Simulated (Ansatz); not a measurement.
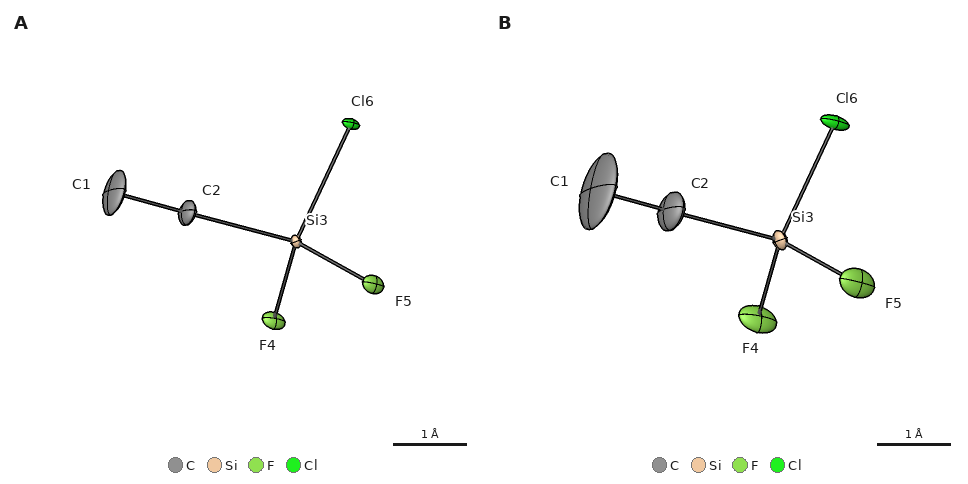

Displacement ellipsoids at the 50 % level, scaled by 1.5, from the internal vibrations of the free molecule (harmonic, no overall translation or rotation; no half-axis is drawn under 0.075 Å). State: neutral, doublet. Vibrations computed with UKS PBE0-D4/def2-TZVP (Ansatz 0.2.0). One panel is for 200 K, the other for 600 K.

Which panel is for 600 K?

Answer. B.

How much does the mean-square displacement of C1 grow, and why?

Answer. U_eq goes from 0.0116 to 0.0324 Å², a factor of 2.8. Modes below kT (417 cm⁻¹ at 600 K) grow about in proportion to T, and the lowest lies at 105 cm⁻¹; the mean-square amplitude of a mode is its zero-point value times coth(ħω/2kT), which comes close to 1 only above about 3kT.
